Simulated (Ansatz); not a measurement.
# Tl2Te (model cell, started as cuprite): following an unstable mode

Which phase does Tl2Te (model cell, started as cuprite) fall into along its unstable mode, and how much energy does it gain?

Method: DFT PBEsol, scalar-relativistic, plane waves, PAW, in Ansatz 0.2.0.

The structure was built from a prototype and need not be the compound's stable phase.

In doubt: the program warns that the response may not be converged on this k-mesh (step 2), which bears on dielectric and field responses.

### Step 1. Set-up

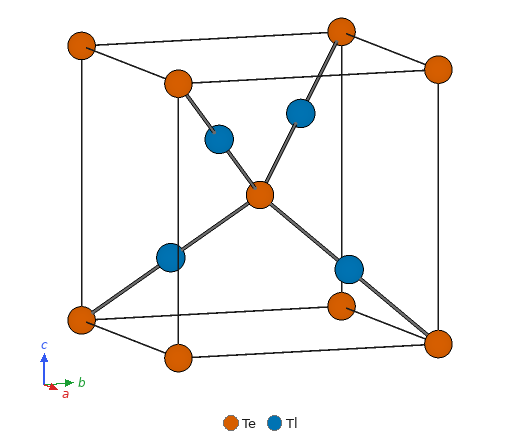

Start, viewed slightly off an axis; tellurium orange, thallium blue. Bonds to atoms that aren't drawn are left out. Some periodic images of atoms are drawn too.

### Step 2. Response at finite wavevector

The cell comes from relaxations at this level that are not shown. Stability and thermal properties need the whole zone. Linear response on a 2×2×2 q mesh gives force constants as far as a supercell of that size would.

Contents of input.yaml:

```yaml
crystal:
  lattice:
    - [7.2996465413, 0.0, 0.0]
    - [0.0, 7.2996465413, 0.0]
    - [0.0, 0.0, 7.2996465413]
  atoms:
    - { symbol: Te, position: [0.0, 0.0, 0.0] }
    - { symbol: Te, position: [0.5, 0.5, 0.5] }
    - { symbol: Tl, position: [0.25, 0.25, 0.25] }
    - { symbol: Tl, position: [0.75, 0.75, 0.25] }
    - { symbol: Tl, position: [0.75, 0.25, 0.75] }
    - { symbol: Tl, position: [0.25, 0.75, 0.75] }
kpoints:
  mp_grid: { grid: [4, 4, 4] }
hamiltonian:
  xc: pbesol
scf:
  occupations: { method: gaussian, width: 0.01 }
output:
  eigenvalues: true
phonons:
  method: dfpt
  qmesh: [2, 2, 2]
  temperatures: { t_max: 1000, t_step: 50 }
  qpath:
    path:
      - [[0.0, 0.0, 0.0], [0.0, 0.5, 0.0], [0.5, 0.5, 0.0], [0.0, 0.0, 0.0], [0.5, 0.5, 0.5], [0.0, 0.5, 0.0]]
      - [[0.5, 0.5, 0.5], [0.5, 0.5, 0.0]]
    npoints: 10
```

Started as:

```sh
> ansatz run input.yaml --threads 8 --pin off --max-ram 14336MiB --backend cpu --events-out ev --progress --plain --runs-dir out
```

Numbers of over 12 decimals in the logs are rounded to 6 here.

The log of the run:

```text
Warning: phonons: the dynamical matrix that this run interpolates holds no multipole term above the dipole-dipole one, and a site of this crystal is no centre of inversion, so its interpolated transverse optical and acoustic branches and sound speeds can stay off near Gamma, and the density of states and the thermodynamics with them. What a run solves at a wave vector of phonons.qpoints, Gamma apart, where the deck admits one, is free of this, and under fd what a larger phonons.supercell samples
Engine: ansatz 0.2.0, aarch64-unknown-linux-gnu
Pseudopotentials: kind: paw
Pseudopotential: Te, paw, valence charge 16, recommended cutoff 420 eV (normal), Te.paw.azcp
Pseudopotential: Tl, paw, valence charge 13, recommended cutoff 420 eV (normal), Tl.paw.azcp
Functional definition: PBEsol
  exchange = pbesol_x
  correlation = pbesol_c
Crystal: 6 atoms, lattice volume = 388.960 Å³
Basis set: ecut = 420 eV, 7521 PW (Γ), exchange–correlation on 100×100×100 points (8 copies of the dense FFT grid, shifted against one another)
Bands: 51, of which v1, the nominal top of the filled ones, is band 42 counted from 1 (41 counted from 0)
Symmetry: 48 space group operations
k-points: 10 of 64
Non-local potential: Te, projectors of the file, l = 0: 2, l = 1: 2, l = 2: 2, l = 3: 2
Non-local potential: Tl, projectors of the file, l = 0: 2, l = 1: 2, l = 2: 2, l = 3: 1
PAW form: soft (Blöchl's): semilocal exchange-correlation on the pseudo side does not see the compensation charge
PAW frozen core: Te, regenerated for the run's functional, and the local potential with it (the file was generated under x = pbe(κ = 0.804, μ = 0.219515), c = pbe(β = 0.066725))
PAW frozen core: Tl, regenerated for the run's functional, and the local potential with it (the file was generated under x = pbe(κ = 0.804, μ = 0.219515), c = pbe(β = 0.066725))
PAW one-centre angular grid: Te, 590 points (default); XC on 64 Gauss nodes
PAW one-centre angular grid: Tl, 590 points (default); XC on 64 Gauss nodes
Initial density: superposition of atomic densities (neutral atoms: chi_scale 0, normalization atom), corrected by the library's trained network
Initial wavefunctions: pseudopotential atomic-orbital guess
Functional: x = pbesol(κ = 0.804, μ = 0.123457), c = pbesol(β = 0.046)
SCF iter   1: F=—  HF=-58983.410052 eV  |F-HF|=—  |Δ(HF+E_count)|=         —  Δρ=3.48e-3  dr2=1.33e-1  ethr=1.77e-3  ⟨swp⟩=7.6  Hψ=2017  notcnv=0
preconditioner: auto → Resta (q_TF=auto, 2.113 Å⁻¹)  ε∞=3.0  [insulator: Δε(μ)=0.223 eV  Ē_g=10.739 eV  σ=0.010 eV  W_gap=1.00  n_scr=80 (ndim 8)  ℏωp=15.1 eV  f_vac=0.325  D(μ)=0.00/eV (n_scr^D=0)  ε∞_Penn≈3.0]
SCF iter   2: F=—  HF=-58983.383657 eV  |F-HF|=—  |Δ(HF+E_count)|=   2.64e-2  Δρ=1.20e-3  dr2=9.22e-3  ethr=1.58e-4  ⟨swp⟩=2.7  Hψ=738  notcnv=0  defer=24
SCF iter   3: F=—  HF=-58983.386627 eV  |F-HF|=—  |Δ(HF+E_count)|=   2.97e-3  Δρ=4.68e-4  dr2=2.22e-3  ethr=1.10e-5  ⟨swp⟩=2.1  Hψ=973  notcnv=0  defer=24
SCF iter   4: F=—  HF=-58983.388928 eV  |F-HF|=—  |Δ(HF+E_count)|=   2.30e-3  Δρ=1.67e-4  dr2=2.86e-4  ethr=2.64e-6  ⟨swp⟩=2.0  Hψ=652  notcnv=0  defer=24
SCF iter   5: F=—  HF=-58983.389540 eV  |F-HF|=—  |Δ(HF+E_count)|=   6.12e-4  Δρ=4.44e-5  dr2=1.33e-5  ethr=3.41e-7  ⟨swp⟩=2.0  Hψ=658  notcnv=0  defer=24
SCF iter   6: F=—  HF=-58983.389581 eV  |F-HF|=—  |Δ(HF+E_count)|=   4.12e-5  Δρ=1.53e-5  dr2=1.43e-6  ethr=1.58e-8  ⟨swp⟩=2.0  Hψ=806  notcnv=0  defer=24
SCF iter   7: F=—  HF=-58983.389280 eV  |F-HF|=—  |Δ(HF+E_count)|=   3.01e-4  Δρ=2.77e-6  dr2=4.83e-8  ethr=1.70e-9  ⟨swp⟩=2.0  Hψ=806  notcnv=0  defer=24
SCF iter   8: F=—  HF=-58983.389280 eV  |F-HF|=—  |Δ(HF+E_count)|=   2.78e-7  Δρ=6.39e-7  dr2=3.06e-9  ethr=5.75e-11  ⟨swp⟩=2.7  Hψ=841  notcnv=0  defer=24
SCF iter   9: F=—  HF=-58983.389280 eV  |F-HF|=—  |Δ(HF+E_count)|=   1.14e-8  Δρ=1.53e-7  dr2=1.53e-10  ethr=3.65e-12  ⟨swp⟩=2.9  Hψ=895  notcnv=0  defer=24
SCF iter  10: F=—  HF=-58983.389280 eV  |F-HF|=—  |Δ(HF+E_count)|=  9.39e-10  Δρ=4.85e-8  dr2=2.08e-11  ethr=1.00e-12  ⟨swp⟩=2.0  Hψ=588  notcnv=0  defer=24
[...]
SCF 1 converged in 11 iterations: F = -58983.389280 eV  dr2 = 1.09e-12
  greatest PAW one-centre occupation: 0.998 electrons in one spin orbital (limit 2), on the Te atom at site 1 (counted from 0), in its partial waves of l = 2
Initial density: read from a saved state, or passed on in memory by an earlier SCF of this step, an earlier step, the calling program or the single point that the run made first
[...]
eigensolver tolerance schedule: the retry pair's looser diagonalisation over-reported the residual by 398142.62 of it (diagonalisation noise at an unbounded share of the residual, at the tolerance the schedule requests for it); recorded, not acted on — ethr = c·dr2/N_el stays at c = 1.0e-1
preconditioner: auto → Resta (q_TF=auto, 2.113 Å⁻¹)  ε∞=3.0  [insulator: Δε(μ)=0.096 eV  Ē_g=10.750 eV  σ=0.010 eV  W_gap=1.00  n_scr=80 (ndim 8)  ℏωp=15.1 eV  f_vac=0.343  D(μ)=0.00/eV (n_scr^D=0)  ε∞_Penn≈3.0]
[...]
SCF 2 converged in 4 iterations: F = -58983.389280 eV  dr2 = 8.29e-12
k-points: 18 of 64 (irreducible under 8 space group operations, time reversal used)
[...]
SCF iter   1: F=—  HF=-58983.389585 eV  |F-HF|=—  |Δ(HF+E_count)|=         —  Δρ=1.24e-7  dr2=9.17e-11  ethr=8.16e-8  ⟨swp⟩=3.8  Hψ=5943  notcnv=0  defer=123
eigensolver tolerance schedule: the retry pair's looser diagonalisation over-reported the residual by 747357.32 of it (diagonalisation noise at an unbounded share of the residual, at the tolerance the schedule requests for it); recorded, not acted on — ethr = c·dr2/N_el stays at c = 1.0e-1
preconditioner: auto → Resta (q_TF=auto, 2.113 Å⁻¹)  ε∞=3.0  [insulator: Δε(μ)=0.096 eV  Ē_g=10.755 eV  n_scr=80 (ndim 8)  ℏωp=15.1 eV  f_vac=0.343  ε∞_Penn≈3.0]
SCF iter   2: F=—  HF=-58983.389280 eV  |F-HF|=—  |Δ(HF+E_count)|=   3.05e-4  Δρ=1.29e-7  dr2=1.47e-10  ethr=1.00e-12  ⟨swp⟩=13.6  Hψ=5039  notcnv=0
SCF iter   3: F=-58983.389280 eV  HF=-58983.389280 eV  |F-HF|=4.37e-11  |Δ(HF+E_count)|=  5.09e-11  Δρ=7.85e-8  dr2=4.46e-11  ethr=1.00e-12  ⟨swp⟩=1.8  Hψ=1952  notcnv=0
SCF 3 converged in 3 iterations: F = -58983.389280 eV  dr2 = 4.46e-11
NSCF: frozen V_eff on 4 k-points
DFPT response loops at Γ: preconditioner auto → none (the input reference at scf.mixing.eps_inf says where Resta's filter doesn't serve); β = 0.50; Broyden in place of MSR1
k-points: 40 of 216 (irreducible under 8 space group operations, time reversal used)
iter 1 solved again at ethr=3.05e-7 eV; its pass at ethr=3.10e-3 eV (dr2=2.56e-4 eV) is discarded
[...]
NSCF: frozen V_eff on 10 k-points
NSCF: frozen V_eff on 24 k-points
DFPT response loops at q = (0, 0, 0) (fractional): mixed as the last ones told, above
NSCF: frozen V_eff on 72 k-points
DFPT response loops at q = (0, 0, -0.5) (fractional): mixed as the last ones told, above
NSCF: frozen V_eff on 72 k-points
DFPT response loops at q = (0, -0.5, -0.5) (fractional): mixed as the last ones told, above
NSCF: frozen V_eff on 48 k-points
DFPT response loops at q = (-0.5, -0.5, -0.5) (fractional): mixed as the last ones told, above
SCF converged after 11 iterations
Free energy (F): -58983.389280 eV
Harris-Foulkes:  -58983.389280 eV  (|F-HF|=7.28e-12)
Internal energy: -58983.389280 eV  (E = F + TS)
E sigma→0 (E₀):  -58983.389280 eV
Fermi energy:    2.665399 eV
--- Per-component energies (eV) ---
  E_band       = -1060.777532
  E_kinetic    = 1686.871936
  E_local      = -9985.666341  (includes V_loc(G=0)·N_el)
  E_nonlocal   = 663.448345
  E_hartree    = 4594.956658
  E_xc         = -1158.862949
  E_vxc        = -771.573444  (∫ρ·V_xc dr)
  E_paw        = -49232.163648  (= ΣΔE_a)
  E_vpaw       = -1843.771119  (= ΣTr[D̂ρ^β])
  E_aug_tail   = -0.000236  (compensation charges beyond the density's cutoff)
  E_ewald      = -5552.875735
  E_core_change = 0.902691  (= ΣΔE_core)
  E_smearing   = -0.000000  (= −TS)
  E_closure    = 0.000000  (closes the sum)
  Σ components = -58983.389280   (vs F -58983.389280, Δ=0.00e0)
--- Band table (eV; the first three rows and the last of 10) ---
  k-point 0: bands = [... 38 lower, 0.4280, 2.5113, 2.5113, 2.5113, 2.7130, 2.7130, 4.4572, 4.4572, ... 5 higher]
  k-point 1: bands = [... 38 lower, 0.7629, 2.1288, 2.4042, 2.4042, 2.8794, 3.0931, 4.0312, 4.5067, ... 5 higher]
  k-point 2: bands = [... 38 lower, 1.4721, 1.4721, 2.3196, 2.3196, 3.3555, 3.3555, 3.6946, 3.6946, ... 5 higher]
  k-point 9: bands = [... 38 lower, 0.1845, 2.6174, 2.6174, 2.6174, 3.3616, 3.3616, 3.3616, 4.9361, ... 5 higher]
--- Phonons (Γ-DFPT): 2 representative perturbations + reference (Σ response iterations 6) ---
  ASR residual: 5.570e-5 → 0.000e0 eV/Å²; symmetrization residual: 5.928e-5 eV/Å²
  ASR residual per site (eV/Å²): 1.41e-5 1.41e-5 5.57e-5 5.57e-5 5.57e-5 5.57e-5
  Γ frequencies (cm⁻¹): -54.61 -54.61 -54.61 -31.38 -31.38 -31.38 -16.79 -16.79 0.00 0.00 0.00 27.79 27.79 27.79 71.81 71.81 71.81 75.76
  Unit cell's response to a homogeneous field, on a k mesh of 6×6×6: 1 representative field direction (Σ response iterations 10)
  ε∞ (high-frequency dielectric tensor):
       12.392166    -0.000000     0.000000
        0.000000    12.392166     0.000000
       -0.000000     0.000000    12.392166
  ε⁰ (static dielectric tensor): not given — the deck does not say what the cell's rigid motions are, and on a molecule in a box or a wire the rigid rotations would enter the sum over the modes at Γ. For a crystal or a slab, whose only rigid motions are the translations, set phonons.rigid_motions: translations.
  Born effective charges Z* (e; rows j = field, columns β = displacement):
    site 0:
        -5.80622    0.00000    0.00000
        -0.00000   -5.80622    0.00000
         0.00000   -0.00000   -5.80622
    site 1:
        -5.80622    0.00000    0.00000
        -0.00000   -5.80622    0.00000
         0.00000   -0.00000   -5.80622
    site 2:
         2.90311    1.75743    1.75743
         1.75743    2.90311    1.75743
         1.75743    1.75743    2.90311
    site 3:
         2.90311    1.75743   -1.75743
         1.75743    2.90311   -1.75743
        -1.75743   -1.75743    2.90311
    site 4:
         2.90311   -1.75743    1.75743
        -1.75743    2.90311   -1.75743
         1.75743   -1.75743    2.90311
    site 5:
         2.90311   -1.75743   -1.75743
        -1.75743    2.90311    1.75743
        -1.75743    1.75743    2.90311
  Z* charge neutrality: 8.614e-5 e pre-enforcement
  k-mesh period / interband length: 43.8 Å / 4.17 Å = 10.50 at k = (0.0000, 0.0000, 0.0000), direct gap 0.206 eV — UNDER 14: by this measure the k-mesh is too coarse for the response
  optical modes at Γ without the LO–TO term, one row a degenerate level:
      ω (cm⁻¹)  modes    IR ((D/Å)²/amu)
        -54.61      3            36.3672
        -31.38      3             0.0000
        -16.79      2             0.0000
         27.79      3            19.9887
         71.81      3             0.0000
         75.76      1             0.0000
  optical modes at Γ + LO–TO along q̂ = [1.0000, 0.0000, 0.0000]:
      ω (cm⁻¹)  modes    IR ((D/Å)²/amu)
        -54.61      2            24.2448
        -31.38      3             0.0000
        -31.33      1             0.9831
        -16.79      2             0.0000
         27.79      2            13.3258
         71.81      3             0.0000
         75.76      1             0.0000
         84.17      1            17.8022
  optical modes at Γ + LO–TO along q̂ = [0.0000, 1.0000, 0.0000]:
      ω (cm⁻¹)  modes    IR ((D/Å)²/amu)
        -54.61      2            24.2448
        -31.38      3             0.0000
        -31.33      1             0.9831
        -16.79      2             0.0000
         27.79      2            13.3258
         71.81      3             0.0000
         75.76      1             0.0000
         84.17      1            17.8022
  optical modes at Γ + LO–TO along q̂ = [0.0000, 0.0000, 1.0000]:
      ω (cm⁻¹)  modes    IR ((D/Å)²/amu)
        -54.61      2            24.2448
        -31.38      3             0.0000
        -31.33      1             0.9831
        -16.79      2             0.0000
         27.79      2            13.3258
         71.81      3             0.0000
         75.76      1             0.0000
         84.17      1            17.8022
--- Phonons (arbitrary-q DFPT): 4 irreducible q on the 2×2×2 mesh ---
  q = [0.0000, 0.0000, 0.0000] (star 1, of the zone-centre solve; hermiticity 6.96e-5, symmetrization 2.32e-11): -54.61 -54.61 -54.61 -31.38 -31.38 -31.38 -16.79 -16.79 -0.00 0.00 0.00 27.79 27.79 27.79 71.81 71.81 71.81 75.76
  q = [0.0000, 0.0000, -0.5000] (star 3, 4 solved perturbations in 105 linear systems a pass and spin channel, the states on 36 of 64 k-point pairs; hermiticity 5.05e-5, symmetrization 8.89e-11): -33.57 -33.57 -28.70 -28.70 -23.10 -23.10 -16.93 -16.93 8.97 8.97 35.59 35.59 42.34 42.34 68.97 68.97 86.00 86.00
  q = [0.0000, -0.5000, -0.5000] (star 3, 4 solved perturbations in 105 linear systems a pass and spin channel, the states on 36 of 64 k-point pairs; hermiticity 5.99e-5, symmetrization 2.44e-12): -30.35 -30.35 -24.28 -24.28 -24.01 -24.01 -23.13 -23.13 -13.17 -13.17 32.45 32.45 41.62 41.62 73.48 73.48 82.11 82.11
  q = [-0.5000, -0.5000, -0.5000] (star 1, 2 solved perturbations in 42 linear systems a pass and spin channel, the states on 24 of 64 k-point pairs; hermiticity 4.45e-5, symmetrization 9.41e-11): -55.34 -55.34 -55.34 -34.67 -34.67 -34.67 -16.42 -16.42 -12.44 -12.44 -12.44 28.23 28.23 28.23 78.57 78.83 78.83 78.83
  sum rule: each row above includes the acoustic sum rule's correction from the zone centre's row sums; it moved no ω² by more than (0.41 cm⁻¹)²
  mesh force constants: q→R imaginary residual 1.79e-17; ASR residual 5.570e-5 → 0.000e0 eV/Å²; symmetrization residual 1.554e-15 eV/Å²
  interpolated dispersion: 63 rows × 18 modes
  density of states and harmonic sums: on the 10×10×10 q-mesh, interpolated from the force constants of a 2×2×2 supercell (with the dipole–dipole term)
  largest difference from the sums on the solved wave vectors: F 3.42e-1 eV, S 4.16e-4 and C_V 7.39e-5 eV/K
  zero-point energy: 0.028422 eV/cell   skipped modes (ω ≤ 0): 493, of them read as no rigid motion or as one in doubt: 490 (8.639e0 modes/cell left out, lowest -55.34 cm⁻¹)   left out of the sums: 4.80e-1 of the cell's modes: C_V's classical limit lies that fraction below 3 k_B per atom; for a crystal, a wire or a layer, F and S can be off by more, and a phonons.interpolated_qmesh denser along its periods is the remedy for the sampling
```

The job ended after 2.5 min (8 threads of Arm Neoverse V2, shared host; peak memory 3.5 GiB).

Numbers from this step:

* gap on the k-mesh: 0.09567 eV
* volume per atom: 64.83 Å³
* sum-rule residual before enforcement: 5.57e-5 eV/Å²
* lowest frequency on the path: -55.34 cm⁻¹
* point group: m-3m
* highest frequency on the path or at a solved wavevector: 94.3 cm⁻¹
* highest optical mode at the zone centre (no LO-TO term): 75.76 cm⁻¹
* lowest optical zone-centre mode: -54.61 cm⁻¹
* lowest mode on the q mesh (acoustic modes at Γ apart): -55.34 cm⁻¹

Frequencies (cm⁻¹) solved at each irreducible wavevector; negative means imaginary. Frequencies by wavevector, by row:

| q in reciprocal lattice units | star | mode 1 | mode 2 | mode 3 | mode 4 | mode 16 | mode 17 | mode 18 |
| --- | --- | --- | --- | --- | --- | --- | --- | --- |
| 0 0 0 | 1 | -54.6 | -54.6 | -54.6 | -31.4 | 71.8 | 71.8 | 75.8 |
| 0 0 -0.5 | 3 | -33.6 | -33.6 | -28.7 | -28.7 | 69 | 86 | 86 |
| 0 -0.5 -0.5 | 3 | -30.4 | -30.4 | -24.3 | -24.3 | 73.5 | 82.1 | 82.1 |
| -0.5 -0.5 -0.5 | 1 | -55.3 | -55.3 | -55.3 | -34.7 | 78.8 | 78.8 | 78.8 |

Interpolated from a 2×2×2 q mesh, with the LO-TO term (at Γ the limit along the path; where Γ stands inside the path, tables give the limit on arrival). The phonon branches at the labelled points (cm⁻¹):

```
    point  branch 1  branch 2  branch 3  branch 4  branch 15  branch 16  branch 17  branch 18
        Γ       -55       -55       -31       -31         72         72         76         84
        X       -34       -34       -29       -29         69         69         86         86
        M       -30       -30       -24       -24         74         74         82         82
        Γ       -55       -55       -31       -31         72         72         76         84
        R       -55       -55       -55       -35         79         79         79         79
        X       -34       -34       -29       -29         69         69         86         86
jump to R       -55       -55       -55       -35         79         79         79         79
        M       -30       -30       -24       -24         74         74         82         82
```

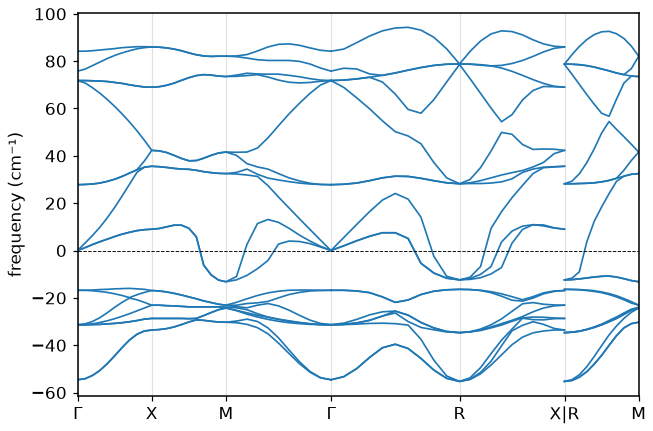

Phonon branches along the path.

Symmetry leaves 4 wavevectors to solve. The lowest mode among them, the acoustic zeros apart, lies at q = (-0.5, -0.5, -0.5) and is imaginary, 55.3i cm⁻¹, so the energy falls along it.

### Step 3. The mode frozen in, largest atomic shift 0 Å

The mode followed lies at q = (-0.5, -0.5, -0.5) with frequency 55.3i cm⁻¹ and is 3-fold degenerate, the softest among the wavevectors solved. At small amplitude the distorted cell has space group no. 166 by a symmetry search on the positions. The undistorted cell that holds it gives the zero of energy on the same k mesh.

System of this step: Tl2Te (model cell, started as cuprite). It takes space group Pn-3m (No. 224, cubic). The conventional cell has a = 7.300 Å, b = 7.300 Å, c = 7.300 Å, α = 90.00°, β = 90.00°, γ = 90.00°. Nearest to Te lie 4 Tl at 3.16 Å. Tl has 2 Te at 3.16 Å nearest. Farther neighbours and most contacts between anions are not listed.

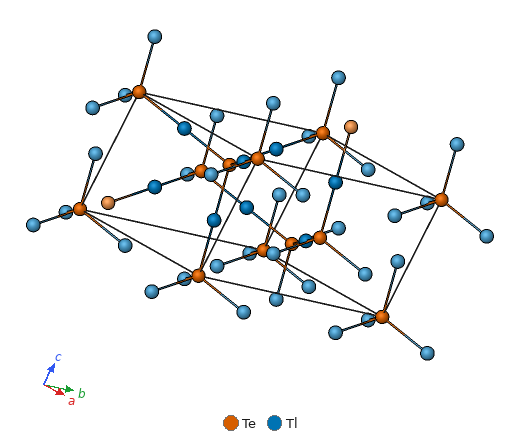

The cell of this step (tellurium orange, thallium blue). Some periodic images of atoms are drawn too.

Contents of input.yaml:

```yaml
crystal:
  lattice:
    - [7.2996465413, 7.2996465413, 0.0]
    - [7.2996465413, 0.0, 7.2996465413]
    - [7.2996465413, 0.0, -7.2996465413]
  atoms:
    - { symbol: Te, position: [0.0, 0.0, 0.0] }
    - { symbol: Te, position: [0.0, 0.5, 0.5] }
    - { symbol: Te, position: [0.5, 0.25, 0.75] }
    - { symbol: Te, position: [0.5, 0.75, 0.25] }
    - { symbol: Tl, position: [0.25, 0.125, 0.875] }
    - { symbol: Tl, position: [0.25, 0.625, 0.375] }
    - { symbol: Tl, position: [0.75, 0.125, 0.875] }
    - { symbol: Tl, position: [0.75, 0.625, 0.375] }
    - { symbol: Tl, position: [0.25, 0.625, 0.875] }
    - { symbol: Tl, position: [0.25, 0.125, 0.375] }
    - { symbol: Tl, position: [0.75, 0.125, 0.375] }
    - { symbol: Tl, position: [0.75, 0.625, 0.875] }
kpoints:
  mp_grid: { grid: [4, 4, 4] }
hamiltonian:
  xc: pbesol
scf:
  occupations: { method: gaussian, width: 0.01 }
output:
  forces: true
  stress: true
  eigenvalues: true
```

The log of the run:

```text
[...]
Crystal: 12 atoms, lattice volume = 777.921 Å³
Basis set: ecut = 420 eV, 15185 PW (Γ), exchange–correlation on 144×144×144 points (8 copies of the dense FFT grid, shifted against one another)
Bands: 101, of which v1, the nominal top of the filled ones, is band 84 counted from 1 (83 counted from 0)
Symmetry: 96 space group operations
[...]
k-points: 8 of 64
[...]
k-point 0: bands = [... 80 lower, 2.5052, 2.6108, 2.6108, 2.6108, 2.7121, 2.7121, 3.3601, 3.3601, ... 9 higher]
  k-point 1: bands = [... 80 lower, 2.3533, 2.3533, 2.4581, 2.4581, 2.9639, 2.9639, 3.4537, 3.4537, ... 9 higher]
  k-point 2: bands = [... 80 lower, 2.2894, 2.2894, 2.2894, 2.2894, 3.3824, 3.3824, 3.3824, 3.3824, ... 9 higher]
  k-point 7: bands = [... 80 lower, 2.1165, 2.1165, 2.1165, 2.1165, 3.5359, 3.5359, 3.5359, 3.5359, ... 9 higher]
[key lines of the parts left out:]
SCF converged after 8 iterations
Free energy (F): -117966.786948 eV
Fermi energy:    2.661660 eV
P = ⅓ Tr σ = -0.0232 GPa (-0.232 kbar)
```

It took 4 s on 8 threads; peak memory 2.8 GiB; 29 s of CPU time.

Numbers from this step:

| Item | Value |
| --- | --- |
| pressure | -0.02325 GPa |
| gap on the k-mesh | 0.1013 eV |
| energy from the undistorted cell | 0 meV/atom |

The run ends at a pressure of -0.02 GPa.

(Part 1 of 3 ends here.)

[Logs are printed without paths, hosts, clocks, repeated set-up lines and the standing remarks that a program may print on its own settings, such as how far it seeks lower states.]

[Hosts, paths, dates, database ids (printed as entryN), source tags and the programs' standing remarks are cut or masked in the printed files.]
